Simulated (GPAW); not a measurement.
# Collinear magnetic orders of WSe227 V2 d3p28 with GPAW, part 2 of 2

Aim: find out whether WSe227 V2 d3p28 carries moments, and which collinear order costs least.

GPAW 26.7.0; PBE; plane waves with GPAW's PAW setups, scalar-relativistic.

So far. Step 2 (Run 1 (ferro ++)): After 39 cycles the largest moment stands at 0.494 μB.

### Step 3. Order 2, typed as antiferro +-

An opposed order shows whether the pairs that it reverses prefer unlike signs.

File order2.py:

```python
import json
import numpy as np
from ase import Atoms
from ase.parallel import paropen, parprint
from gpaw import GPAW

atoms = Atoms(['V', 'Se', 'Se', 'V', 'Se', 'Se', 'W', 'Se', 'Se', 'W', 'Se', 'Se', 'W', 'Se', 'Se', 'W', 'Se', 'Se', 'W', 'Se', 'Se', 'W', 'Se', 'Se', 'W', 'Se', 'Se'],
    cell=[[9.846, 0.0, 0.0],
         [-4.923, 8.526886, 0.0],
         [0.0, -0.0, 16.34]],
    scaled_positions=[[0.0, 0.0, 0.5],
         [0.222222, 0.111111, 0.602203],
         [0.222222, 0.111111, 0.397797],
         [0.0, 0.333333, 0.5],
         [0.222222, 0.444444, 0.602203],
         [0.222222, 0.444444, 0.397797],
         [0.0, 0.666667, 0.5],
         [0.222222, 0.777778, 0.602203],
         [0.222222, 0.777778, 0.397797],
         [0.333333, 0.0, 0.5],
         [0.555556, 0.111111, 0.602203],
         [0.555556, 0.111111, 0.397797],
         [0.333333, 0.333333, 0.5],
         [0.555556, 0.444444, 0.602203],
         [0.555556, 0.444444, 0.397797],
         [0.333333, 0.666667, 0.5],
         [0.555556, 0.777778, 0.602203],
         [0.555556, 0.777778, 0.397797],
         [0.666667, 0.0, 0.5],
         [0.888889, 0.111111, 0.602203],
         [0.888889, 0.111111, 0.397797],
         [0.666667, 0.333333, 0.5],
         [0.888889, 0.444444, 0.602203],
         [0.888889, 0.444444, 0.397797],
         [0.666667, 0.666667, 0.5],
         [0.888889, 0.777778, 0.602203],
         [0.888889, 0.777778, 0.397797]],
    pbc=True,
    magmoms=[2.0, 0.0, 0.0, -2.0, 0.0, 0.0, 0.0, 0.0, 0.0, 0.0, 0.0, 0.0, 0.0, 0.0, 0.0, 0.0, 0.0, 0.0, 0.0, 0.0, 0.0, 0.0, 0.0, 0.0, 0.0, 0.0, 0.0])
atoms.calc = GPAW(mode={'name': 'pw', 'ecut': 450},
    xc='PBE',
    kpts={'size': (3, 3, 1), 'gamma': True},
    occupations={'name': 'fermi-dirac', 'width': 0.05},
    convergence={'density': 1e-05, 'energy': 1e-05},
    maxiter=200,
    mixer={'name': 'pulay', 'beta': 0.05, 'nmaxold': 6, 'weight': 50},
    symmetry={'tolerance': 1e-4},
    txt='order2.txt')
e = atoms.get_potential_energy(force_consistent=True)
res = {'free_energy': e, 'energy_sigma0': atoms.get_potential_energy(), 'fermi_energy': atoms.calc.get_fermi_level()}
res['moments'] = atoms.get_magnetic_moments().tolist()
res['total'] = atoms.get_magnetic_moment()
parprint('site moments (muB):', np.round(res['moments'], 3))
parprint(f"total moment: {res['total']:.3f} muB")
parprint(f'free energy: {e:.6f} eV')
atoms.calc.write('order2.gpw')
with paropen('results.json', 'w') as f:
    json.dump(res, f)
```

The run is started by

```sh
$ OMP_NUM_THREADS=1 mpirun -n 4 gpaw python order2.py > order2.log
```

Numbers of over 12 decimals in the logs are rounded to 6 here.

Output:

```text
site moments (muB): [-0.001 -0.    -0.    -0.     0.     0.    -0.    -0.    -0.    -0.
 -0.    -0.    -0.    -0.    -0.    -0.    -0.    -0.    -0.     0.
  0.    -0.    -0.    -0.     0.     0.     0.   ]
total moment: -0.002 muB
free energy: -176.117097 eV

--- order2.txt ---
Input parameters:
  mode=PW(ecut=450),
  convergence={'density': 1e-05, 'energy': 1e-05},
  kpts=MonkhorstPack(size=(3, 3, 1), gamma=True),
  maxiter=200,
  mixer=Pulay(name='pulay', nmaxold=6, beta=0.05, weight=50, sigma=0.015, g_ss=None),
  occupations=Occupations(name='fermi-dirac', width=0.05),
  symmetry=Symmetry(tolerance=0.0001),
  xc=XC(name='PBE')

Diagonalizing LCAO Hamiltonian
Converting LCAO to pw mode

                Se      Se      Se

           W      Se      Se      Se

             V  Se  Se  Se  Se  Se  Se

               V  Se   W  Se   W  Se

                    Se      Se      Se

Atoms  # Å, Bohr magnetons
|    | symbol |         x |        y |        z |    initial magnetic moments |
|----|--------|-----------|----------|----------|-----------------------------|
|  0 |      V |  0.000000 | 0.000000 | 8.170000 | ( 0.0000,  0.0000,  2.0000) |
|  1 |     Se |  1.640998 | 0.947431 | 9.839997 | ( 0.0000,  0.0000,  0.0000) |
|  2 |     Se |  1.640998 | 0.947431 | 6.500003 | ( 0.0000,  0.0000,  0.0000) |
|  3 |      V | -1.640998 | 2.842292 | 8.170000 | ( 0.0000,  0.0000, -2.0000) |
|  4 |     Se | -0.000000 | 3.789723 | 9.839997 | ( 0.0000,  0.0000,  0.0000) |
|  5 |     Se | -0.000000 | 3.789723 | 6.500003 | ( 0.0000,  0.0000,  0.0000) |
|  6 |      W | -3.282002 | 5.684594 | 8.170000 | ( 0.0000,  0.0000,  0.0000) |
|  7 |     Se | -1.641003 | 6.632024 | 9.839997 | ( 0.0000,  0.0000,  0.0000) |
|  8 |     Se | -1.641003 | 6.632024 | 6.500003 | ( 0.0000,  0.0000,  0.0000) |
|  9 |      W |  3.281997 | 0.000000 | 8.170000 | ( 0.0000,  0.0000,  0.0000) |
| 10 |     Se |  4.923005 | 0.947431 | 9.839997 | ( 0.0000,  0.0000,  0.0000) |
| 11 |     Se |  4.923005 | 0.947431 | 6.500003 | ( 0.0000,  0.0000,  0.0000) |
| 12 |      W |  1.640998 | 2.842292 | 8.170000 | ( 0.0000,  0.0000,  0.0000) |
| 13 |     Se |  3.282007 | 3.789723 | 9.839997 | ( 0.0000,  0.0000,  0.0000) |
| 14 |     Se |  3.282007 | 3.789723 | 6.500003 | ( 0.0000,  0.0000,  0.0000) |
| 15 |      W | -0.000005 | 5.684594 | 8.170000 | ( 0.0000,  0.0000,  0.0000) |
| 16 |     Se |  1.641003 | 6.632024 | 9.839997 | ( 0.0000,  0.0000,  0.0000) |
| 17 |     Se |  1.641003 | 6.632024 | 6.500003 | ( 0.0000,  0.0000,  0.0000) |
| 18 |      W |  6.564003 | 0.000000 | 8.170000 | ( 0.0000,  0.0000,  0.0000) |
| 19 |     Se |  8.205002 | 0.947431 | 9.839997 | ( 0.0000,  0.0000,  0.0000) |
| 20 |     Se |  8.205002 | 0.947431 | 6.500003 | ( 0.0000,  0.0000,  0.0000) |
| 21 |      W |  4.923005 | 2.842292 | 8.170000 | ( 0.0000,  0.0000,  0.0000) |
| 22 |     Se |  6.564003 | 3.789723 | 9.839997 | ( 0.0000,  0.0000,  0.0000) |
| 23 |     Se |  6.564003 | 3.789723 | 6.500003 | ( 0.0000,  0.0000,  0.0000) |
| 24 |      W |  3.282002 | 5.684594 | 8.170000 | ( 0.0000,  0.0000,  0.0000) |
| 25 |     Se |  4.923000 | 6.632024 | 9.839997 | ( 0.0000,  0.0000,  0.0000) |
| 26 |     Se |  4.923000 | 6.632024 | 6.500003 | ( 0.0000,  0.0000,  0.0000) |

Unit cell  # Å
| periodic |         x |         y |         z |   lengths |     angles |
|----------|-----------|-----------|-----------|-----------|------------|
|      yes |  9.846000 |  0.000000 |  0.000000 |  9.846000 |  90.000000 |
|      yes | -4.923000 |  8.526886 |  0.000000 |  9.846000 |  90.000000 |
|      yes |  0.000000 | -0.000000 | 16.340000 | 16.340000 | 120.000000 |

Number of symmetries: 2

BZ-sampling:
  Number of BZ points: 9
  Number of IBZ points: 5

  Monkhorst-Pack size: [3, 3, 1]
  Monkhorst-Pack shift: [0, 0, 0]

Plane wave coefficients: 29763
Cutoff: 450.000000 eV

Spin-components: 2 (collinear spins)
Bands:           144
Projectors:      144
Spin-degeneracy: 1
Datatype:        complex128

Parallelization:
  kpt:    2
  domain: 2
  band:   1

Density:
  Valence electrons: 232.0
  Components: 2
  Grid points: [49 49 80]
  Charge: 0.0  # |e|

Potential:
  Grid points: [49 49 80]

[... setups left out ...]
Reference energy: -4312906.271060  # eV

eigensolver:
  PPCG
  Converge bands: occupied
  niter=2

density mixing:
  Pulay-Mixer
  Linear mixing parameters: 0.05
  Old densities: 6
  Fourier metric: weight=50, sigma=0.015

occupation numbers:
  Fermi-Dirac:
    width: 0.0500  # eV

poisson solver:
  ecut: 3600.000000  # eV

xc functional:
  name: PBE with 2 nearest neighbor stencil

convergence criteria:
- Maximum integral of absolute [dens]ity change: 1e-05 electrons / valence electron
- Maximum [total energy] change in last 3 cyles: 1e-05 eV / valence electron
- Maximum integral of absolute [eigenst]ate change: 4e-08 eV^2 / valence electron
maximum number of iterations: 200

SCF iterations
|iter     |      energy | eigst |  dens |  magmom |
|---------|-------------|-------|-------|---------|
|iter:   1|       0s | -178.062120 | +0.41 |       |  +0.0000|
|iter:   2|      36s | -177.428679 | -0.86 | -1.12 |  -0.0000|
|iter:   3|      71s | -177.008948 | -1.70 | -1.19 |  +0.0000|
|iter:   4|     106s | -175.785235 | -1.09 | -1.22 |  +0.0000|
|iter:   5|     142s | -175.805080 | -1.97 | -1.49 |  -0.0000|
|iter:   6|     177s | -175.826271 | -2.53 | -1.57 |  -0.0000|
|iter:   7|     212s | -175.939410 | -2.32 | -1.69 |  -0.0000|
|iter:   8|     248s | -175.920312 | -2.34 | -1.91 |  -0.0000|
|iter:   9|     283s | -175.951502 | -3.11 | -2.06 |  -0.0001|
|iter:  10|     318s | -175.958738 | -3.85 | -2.29 |  -0.0001|
[... 42 iterations left out ...]
|iter:  53|    1703s | -176.045528c| -7.46c| -4.52 |  -0.0026|
|iter:  54|    1737s | -176.045529c| -7.66c| -4.54 |  -0.0021|
|iter:  55|    1771s | -176.045529c| -7.31 | -4.58 |  -0.0016|
|iter:  56|    1789s | -176.045530c| -7.56c| -4.66 |  -0.0022|
|iter:  57|    1823s | -176.045530c| -7.43c| -4.75 |  -0.0024|
|iter:  58|    1840s | -176.045530c| -7.95c| -4.81 |  -0.0023|
|iter:  59|    1857s | -176.045530c| -8.11c| -4.85 |  -0.0022|
|iter:  60|    1874s | -176.045530c| -7.93c| -4.90 |  -0.0021|
|iter:  61|    1891s | -176.045531c| -8.01c| -4.96 |  -0.0022|
|iter:  62|    1908s | -176.045531c| -8.11c| -5.02c|  -0.0022|

Converged in 62 steps
Energy contributions relative to reference atoms: (reference = -4312906.271060)

Energy contributions:
  Kinetic:         194.427197
  Coulomb:        -199.551308
  Zero:             -0.752235
  External:          0.000000
  Xc:             -170.097619
  Entropy:          -0.143133
  Spinorbit:         0.000000
  ----------------------------
  Free energy:    -176.117097
  Extrapolated:   -176.045531

dipole moment: (2.995145, -106.313572, 0.001198)  # |e|*Ang

Total magnetic moment: (0.000000, 0.000000, -0.002210)

Local magnetic moments
|        x |        y |         z |
|----------|----------|-----------|
| 0.000000 | 0.000000 | -0.000762 |  # V    0
| 0.000000 | 0.000000 | -0.000025 |  # Se   1
| 0.000000 | 0.000000 | -0.000025 |  # Se   2
| 0.000000 | 0.000000 | -0.000389 |  # V    3
| 0.000000 | 0.000000 |  0.000012 |  # Se   4
| 0.000000 | 0.000000 |  0.000012 |  # Se   5
| 0.000000 | 0.000000 | -0.000057 |  # W    6
| 0.000000 | 0.000000 | -0.000010 |  # Se   7
| 0.000000 | 0.000000 | -0.000010 |  # Se   8
| 0.000000 | 0.000000 | -0.000031 |  # W    9
| 0.000000 | 0.000000 | -0.000005 |  # Se  10
| 0.000000 | 0.000000 | -0.000005 |  # Se  11
[...]
| 0.000000 | 0.000000 |  0.000002 |  # Se  19
| 0.000000 | 0.000000 |  0.000002 |  # Se  20
| 0.000000 | 0.000000 | -0.000086 |  # W   21
| 0.000000 | 0.000000 | -0.000002 |  # Se  22
| 0.000000 | 0.000000 | -0.000002 |  # Se  23
| 0.000000 | 0.000000 |  0.000031 |  # W   24
| 0.000000 | 0.000000 |  0.000003 |  # Se  25
| 0.000000 | 0.000000 |  0.000003 |  # Se  26

Fermi level: -0.002
Eigenvalues  # (at kpt = [0.000, 0.000, 0.000])
| band index |      eig [eV] | occ [0-1] |      eig [eV] | occ [0-1] |
|------------|---------------|-----------|---------------|-----------|
|          0 |       -73.794 |     1.000 |       -73.794 |     1.000 |
|        ... |               |           |               |           |
|        107 |        -0.933 |     1.000 |        -0.933 |     1.000 |
|        108 |        -0.817 |     1.000 |        -0.817 |     1.000 |
|        109 |        -0.816 |     1.000 |        -0.816 |     1.000 |
|        110 |        -0.804 |     1.000 |        -0.804 |     1.000 |
|        111 |        -0.770 |     1.000 |        -0.770 |     1.000 |
|        112 |        -0.717 |     1.000 |        -0.717 |     1.000 |
|        113 |        -0.652 |     1.000 |        -0.652 |     1.000 |
|        114 |        -0.071 |     0.800 |        -0.071 |     0.801 |
|        115 |         0.237 |     0.008 |         0.237 |     0.008 |
|        116 |         0.238 |     0.008 |         0.238 |     0.008 |
|        117 |         1.562 |     0.000 |         1.562 |     0.000 |
|        118 |         1.692 |     0.000 |         1.692 |     0.000 |
|        119 |         1.906 |     0.000 |         1.905 |     0.000 |
|        120 |         1.975 |     0.000 |         1.975 |     0.000 |
|        121 |         1.977 |     0.000 |         1.977 |     0.000 |
|        122 |         2.023 |     0.000 |         2.023 |     0.000 |
|        ... |               |           |               |           |
|        143 |         3.462 |     0.000 |         3.462 |     0.000 |

No gap
No difference between direct/indirect transitions
```

Elapsed: 33 min, on 4 MPI ranks of Arm Neoverse V1, shared host; peak memory 2.7 GiB.

Spin moment in the augmentation sphere by element, in μB:

| element | atoms | mean | spread (r.m.s.) | least | largest |
| --- | --- | --- | --- | --- | --- |
| V | 2 | -0.0006 | 0.0002 | -0.0008 | -0.0004 |
| Se | 18 | 0.0000 | 0.0000 | 0.0000 | 0.0000 |
| W | 7 | -0.0001 | 0.0001 | -0.0002 | 0.0000 |

The atoms farthest from the mean of their element:

```
atom        x, y, z (Å)  spin moment in the augmentation sphere (μB)
  V4  -1.64, 2.84, 8.17                                      -0.0004
  V1   0.00, 0.00, 8.17                                      -0.0008
 W13   1.64, 2.84, 8.17                                      -0.0002
 W25   3.28, 5.68, 8.17                                       0.0000
 W19   6.56, 0.00, 8.17                                       0.0000
 W22   4.92, 2.84, 8.17                                      -0.0001
 W16   0.00, 5.68, 8.17                                       0.0000
 W10   3.28, 0.00, 8.17                                       0.0000
```

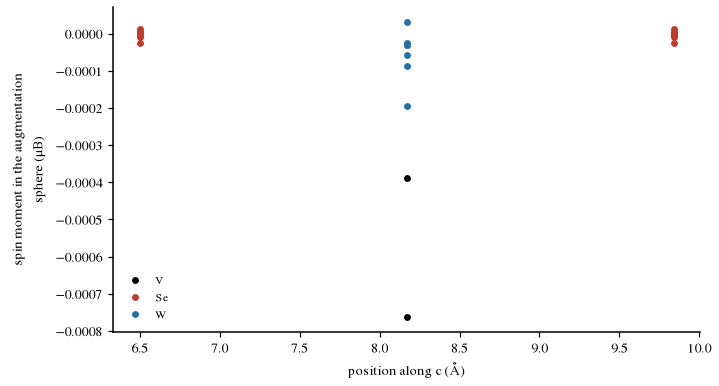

Spin moment in the augmentation sphere along the cell.

Read from the output:

- final state: non-magnetic

It lies 20.1 meV a seeded atom over the first start.

### Step 4. The states side by side

These are free energies at a smearing of 0.05 eV, so its entropy term is in the differences. They are divided by the number of seeded atoms, so that cells of unlike size compare.

Orders:

| start | final state | typed order kept | energy over the lowest (meV a seeded atom) | largest site moment (μB) | net moment (μB a primitive cell) | mesh matched | CPU time (s) |
| --- | --- | --- | --- | --- | --- | --- | --- |
| ferro ++ | ferromagnetic | yes | 0 | 0.4941 | 1.445 | yes | 4973 |
| antiferro +- | non-magnetic | no | 20.14 | 7.62e-4 | 0.00221 | yes | 7842 |

### Step 5. What came out

| Property | Result |
| --- | --- |
| lowest state found | ferromagnetic (typed ferro ++) |
| largest site moment | 0.494 μB |
| next state | non-magnetic, 20.1 meV a seeded atom higher |

**Reading.** The lowest state found is ferromagnetic, reached from the start ferro ++, with moments up to 0.494 μB. 1 start left the typed pattern (a sign turned or a seeded moment died), so such an energy belongs to the state reached, not the one typed. This is the lowest of 2 finished starts, no proof of the ground state.

[Logs and program files are shortened in this print: banners, set-up blocks, solver, clock and traceback lines can be left out without a mark of their own.]

[Logs are printed without paths, hosts, clocks, repeated set-up lines and the standing remarks that a program may print on its own settings, such as how far it seeks lower states.]

[Hosts, paths, dates, database ids (printed as entryN), source tags and the programs' standing remarks are cut or masked in the printed files.]

[Where a cell is said to come from a database of computed structures, the database is the Materials Project.]
